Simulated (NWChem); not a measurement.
# GeH2Cl− (SMILES [Cl][GeH2-]) at SOGGA11-X/STO-3G

Aim: the energy change on altering one bond length of GeH2Cl− at SOGGA11-X/STO-3G, from 2 runs. 

Program for the calculation: NWChem 7.3.0.

4 further runs of the same task are left out: 4 set aside as unsound or not needed.

## 1. The structure to begin with

The species is GeH2Cl− (4 atoms), meant as a singlet with charge -1. As SMILES, `[Cl][GeH2-]`. The shape comes from GFN2-xTB, which is rough for such elements, and wasn't checked as a minimum.

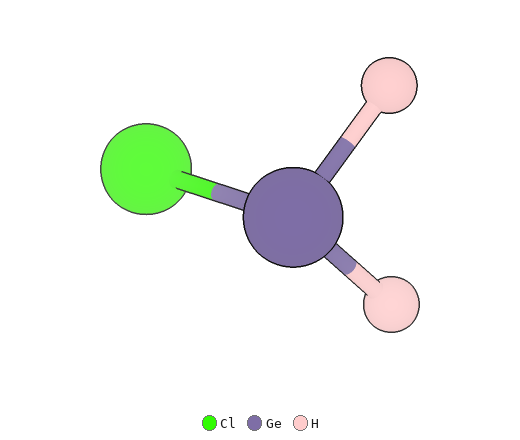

The structure, seen from a chosen angle (chlorine green, germanium purple, hydrogen pink).

## 2. A single-point energy at SOGGA11-X/STO-3G

File clgeh2.xyz:

```xyz
4

Cl    -1.566020     0.389730     1.014420
Ge     0.036260    -0.806600    -0.163840
H      0.151880     0.384060    -1.448900
H      1.377880     0.032810     0.598330
```

File clgeh2.nw:

```
start clgeh2
memory 2200 mb
charge -1

geometry units angstrom noautosym nocenter noautoz
 load format xyz clgeh2.xyz
end

basis
 * library STO-3G
end

dft
 xc sogga11-x
 grid fine
 convergence energy 1e-07
 iterations 100
end

task dft
```

Run with:

```bash
nwchem clgeh2.nw > clgeh2.out
```

Log, cut to the lines that bear on the results:

```text
[...]
          Wavefunction type:  closed shell.
          No. of atoms     :     4
          No. of electrons :    52
[...]
          Charge           :    -1
          Spin multiplicity:     1
[...]
          AO basis - number of functions:    30
[...]
              XC Information
              --------------
                    SOGGA11-X Method XC Functional
                     Hartree-Fock (Exact) Exchange  0.402
                     SOGGA11-X gradient correction  1.000
                   SOGGA11-X Correlation Potential  1.000
[...]
 d= 0,ls=0.0,diis     1  -2510.0080163527 -2.66D+03  4.93D-02  4.60D-01     0.3
[...]
 d= 0,ls=0.0,diis     7  -2510.0962403527 -4.95D-09  5.22D-06  3.97D-10     1.4
         Total DFT energy =    -2510.096240352736
      One electron energy =    -3826.354420546317
           Coulomb energy =     1275.966788040519
    Exchange-Corr. energy =     -109.245266117040
 Nuclear repulsion energy =      149.536658270102
[...]
```

Wall time 1.9 s (1 thread of INTEL XEON PLATINUM 8581C at 2.30GHz (Emerald Rapids), shared host); peak memory 0.11 GiB.

## 3. The distorted shape

File calc.xyz:

```xyz
4

Cl    -2.236830    -0.029975     0.633335
Ge    -0.634550    -1.226305    -0.544925
H     -0.518930    -0.035645    -1.829985
H      1.377880     0.032810     0.598330
```

File calc.nw:

```
start calc
memory total 2200 mb
charge -1

geometry units angstrom noautosym nocenter noautoz
load format xyz calc.xyz
end

basis cartesian
* library STO-3G
end

dft
xc sogga11-x
grid fine
convergence energy 1e-07
maxiter 100
print medium
end

task dft energy
```

Run with:

```bash
nwchem calc.nw > calc.out
```

Log, cut to the lines that bear on the results:

```text
[...]
          Wavefunction type:  closed shell.
          No. of atoms     :     4
          No. of electrons :    52
[...]
          Charge           :    -1
          Spin multiplicity:     1
[...]
          AO basis - number of functions:    30
[...]
              XC Information
              --------------
                    SOGGA11-X Method XC Functional
                     Hartree-Fock (Exact) Exchange  0.402
                     SOGGA11-X gradient correction  1.000
                   SOGGA11-X Correlation Potential  1.000
[...]
 d= 0,ls=0.0,diis     1  -2509.7466306514 -2.66D+03  1.04D-01  5.67D-01     0.3
[...]
 d= 0,ls=0.0,diis    10  -2509.9653127198 -1.63D-09  4.92D-06  4.23D-10     1.9
         Total DFT energy =    -2509.965312719779
      One electron energy =    -3817.584089025347
           Coulomb energy =     1271.071385285832
    Exchange-Corr. energy =     -109.212184713517
 Nuclear repulsion energy =      145.759575733253
[...]
```

Run time: 2.5 s. Hardware: 1 thread of INTEL XEON PLATINUM 8581C at 2.30GHz (Emerald Rapids), shared host; peak memory 0.11 GiB.

## 4. Results

At SOGGA11-X/STO-3G:

| quantity | value |
| --- | --- |
| first shape: total energy | -2510.09624 Eh |
| first shape: HOMO energy | 2.56 eV |
| first shape: LUMO energy | 11.74 eV |
| first shape: HOMO–LUMO gap (to an unbound level, set by the basis) | 9.19 eV |
| distorted shape: total energy | -2509.96531 Eh |
| distorted shape: HOMO energy | 2.88 eV |
| distorted shape: LUMO energy | 8.72 eV |
| distorted shape: HOMO–LUMO gap (to an unbound level, set by the basis) | 5.84 eV |
| energy change with the Ge2–H4 bond stretched from 1.757 to 2.635 Å | 3.563 eV |

In words: With the Ge2–H4 bond stretched from 1.757 to 2.635 Å the energy rises by 3.56 eV (82 kcal/mol). The first shape isn't relaxed at this level, so the change isn't measured from a minimum. The minimal basis adds a large error of its own. The HOMO (first shape) lies at positive energy, 2.56 eV; only total energies tell whether the electron is bound. The HOMO (distorted shape) lies at positive energy, 2.88 eV; only total energies tell whether the electron is bound.
